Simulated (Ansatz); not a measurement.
Starting cell, BN (zinc blende):

```
CELL_PARAMETERS angstrom
      0.00000     3.60886     3.60886
      1.80443     0.00000     1.80443
      1.80443     1.80443     0.00000
ATOMIC_POSITIONS crystal
  N  0.37500 0.75000 0.75000
  N  0.87500 0.75000 0.75000
  B  0.00000 0.00000 0.00000
  B  0.50000 0.00000 0.00000
```

The atoms are displaced by Q × the pattern below (from a DFPT mode at L = (0.5, 0.0, 0.0), largest move 1; Q in Å), at fixed cell. It is one choice among 2 degenerate patterns. (q is in reciprocal vectors of the primitive cell; the cell shown is doubled to hold the pattern.)

| atom | x | y | z |
|---|---|---|---|
| N1 | 0.217 | -0.395 | 0.611 |
| N2 | -0.217 | 0.395 | -0.611 |
| B3 | 0.285 | -0.520 | 0.805 |
| B4 | -0.285 | 0.520 | -0.805 |

All values below come from r2SCAN (plane waves to 500 eV, PAW, scalar-relativistic; Ansatz, an electronic-structure program). k mesh 8×16×16 (Γ-centred), Fermi-Dirac smearing 0.05 eV. The energy includes the smearing's −TS. BN was relaxed with its symmetry unable to fall. The PAW data are Ansatz's earlier set. The zero of ΔE is the undisplaced structure.

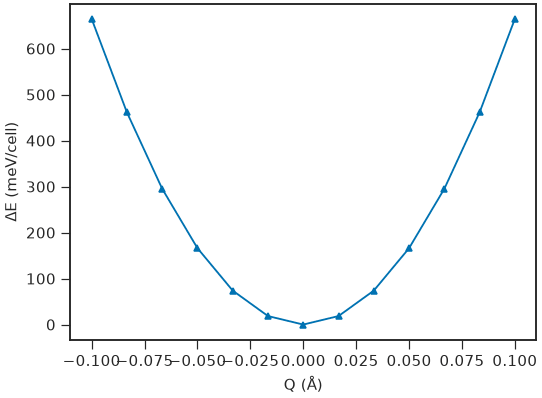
Figure. ΔE (meV/cell) against Q (Å); computed points joined by lines.

### Question
What is the energy change at Q = 0.100 Å?

### Answer
About 660 meV/cell.

### Question
What harmonic wavenumber does the curvature at Q = 0 give?

### Answer
About 980 cm⁻¹.

(For displaced atoms, the force is minus the slope of the energy, and its curvature is a force constant, which sets phonon frequencies.)
